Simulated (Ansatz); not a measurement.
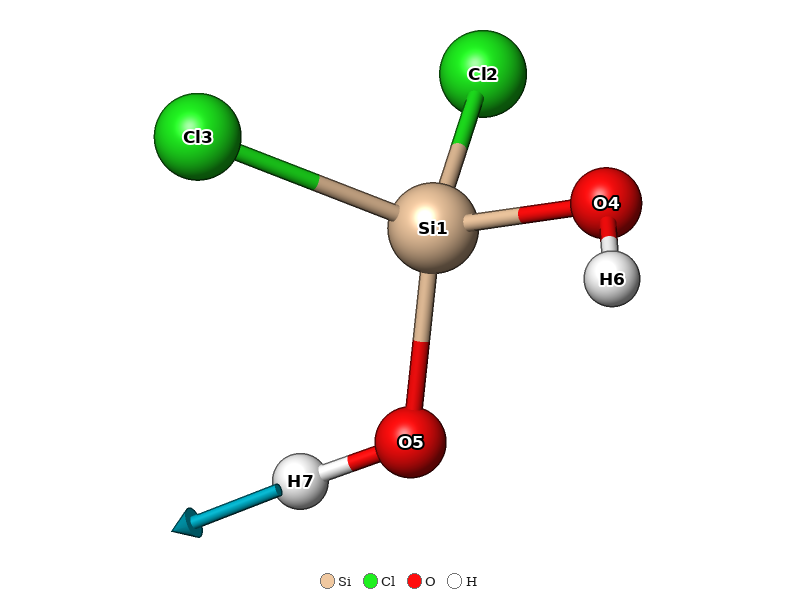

The arrows show one normal mode. Harmonic vibrations computed with RKS PBE0-D4/def2-TZVP (Ansatz 0.2.0) at a stationary point of the same level.

Q: Describe the motion.

A: Mostly O–H stretching.

Q: At what wavenumber does it lie?

A: 3923 cm⁻¹; it is mode 15 of 15 counted from the lowest.
